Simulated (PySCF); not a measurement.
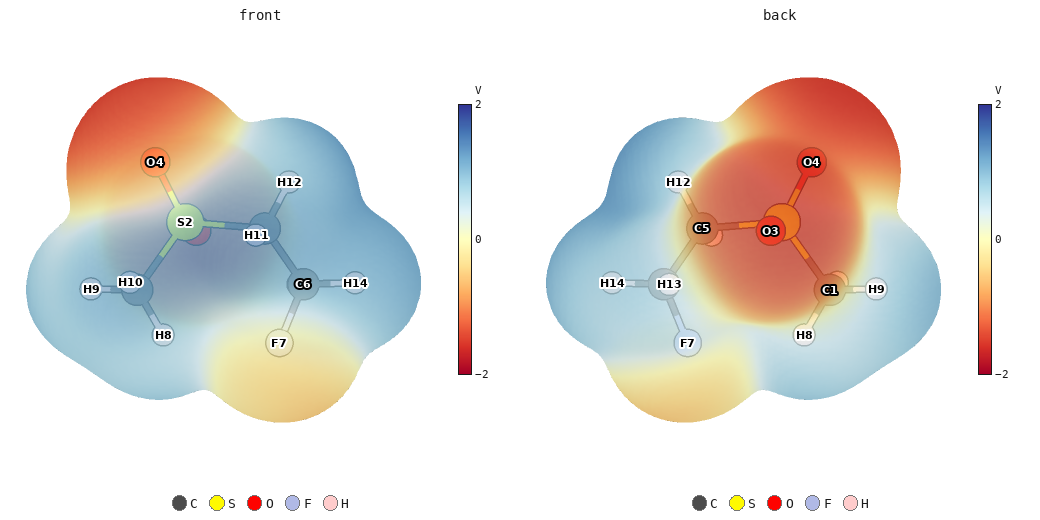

*C$_{3}$H$_{7}$FO$_{2}$S (SMILES CS(=O)(=O)CCF). The molecular electrostatic potential painted on the density surface at 0.001 e/bohr³, seen from the front and from behind; red is negative and blue positive.*

Geometry: GFN2-xTB.

The calculation used PySCF 2.14.0, PBE0/def2-SVPD, SCF density, gas phase.

```xyz
14

C     1.7252    0.3481   -0.5271
S     0.7166   -0.8150    0.4239
O     0.3530   -1.9234   -0.4145
O     1.3923   -1.0996    1.6586
C    -0.8244    0.0928    0.8358
C    -1.6897    0.2099   -0.3942
F    -1.1828    1.1729   -1.2367
H     1.1622    0.6767   -1.3902
H     2.6184   -0.1821   -0.8338
H     1.9802    1.1747    0.1224
H    -0.5391    1.0618    1.2344
H    -1.3138   -0.4988    1.6034
H    -1.6850   -0.7350   -0.9471
H    -2.7138    0.5165   -0.1573
```

Q: Which sites attract a positive test charge, and which a negative one?

A: A positive charge is drawn to the negative regions and a negative charge to the positive ones. The most negative region (about −1.5 V) lies over O3 and O4, the most positive (about +1.3 V) over H10 and H11.
